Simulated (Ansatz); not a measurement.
```cif
data_structure
_symmetry_space_group_name_H-M 'P 1'
_symmetry_Int_Tables_number 1
_cell_length_a 3.5016
_cell_length_b 3.5016
_cell_length_c 3.5016
_cell_angle_alpha 90.000
_cell_angle_beta 90.000
_cell_angle_gamma 90.000
_cell_volume 42.93
loop_
_atom_site_label
_atom_site_type_symbol
_atom_site_fract_x
_atom_site_fract_y
_atom_site_fract_z
_atom_site_occupancy
Eu1 Eu 0.00000 0.00000 0.00000 1
Os1 Os 0.50000 0.50000 0.50000 1
```

Space group Pm-3m; started from the CsCl prototype, which need not be the ambient phase; changed on purpose from its base cell (volume × 1.040); computed pressure about −4 GPa in this cell; no Hubbard U on the f states and no spin–orbit coupling; spin-polarised.

These are results of Ansatz 0.2.0, DFT PBE, scalar-relativistic, plane waves, PAW, not measurements.

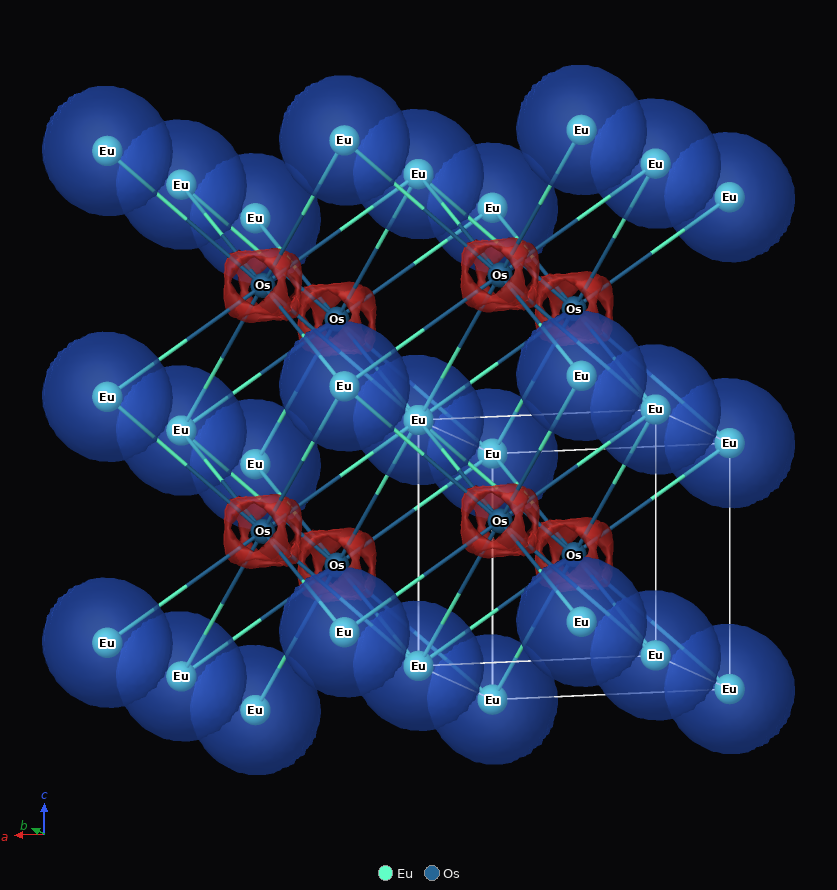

EuOs. Isosurfaces of the magnetisation density (up minus down) at +0.2 (blue) and −0.2 e/Å³ (red), seen at an oblique angle. Sticks mark near contacts.

In a PAW calculation such maps are meaningful between the atoms, not at the nuclei.

**Describe the spin distribution.**

The spin density sits on Eu: +6.4 μB in one cell of 2 atoms, with smaller moments on other sites: Os (up to −0.78 μB): parallel moments on the main sites in this solution. The cell of the calculation (2 atoms) carries 5.7 μB of net spin moment.
